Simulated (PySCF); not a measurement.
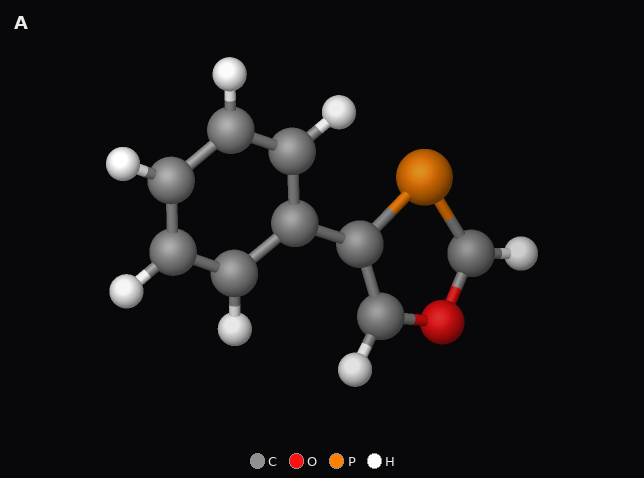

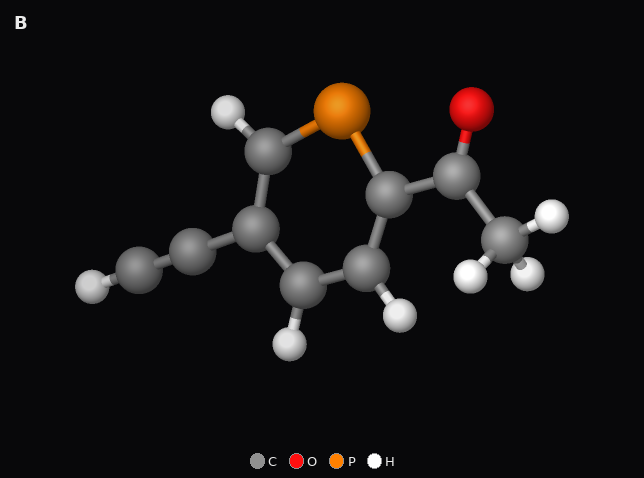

2 stationary structures of one formula. Geometries: GFN2-xTB. Electronic energies: PBE0/pcSseg-1 (PySCF 2.14.0), without zero-point energy. No frequency run is at hand to confirm each as a minimum. Each is one conformer, not always the lowest.

Are they conformers, stereoisomers or constitutional isomers?

Answer. They are constitutional isomers of C9H7OP: A `c1ccc(-c2cocp2)cc1`, B `C#Cc1ccc(C(C)=O)pc1`.

Rank them by energy, lowest first.

Answer. A is lowest; B lies 158.9 kJ/mol above it.

The geometry is semi-empirical. Around P such bond lengths and angles can be off by a tenth of an ångström or more and by several degrees, and values that hang on the shape move with them.
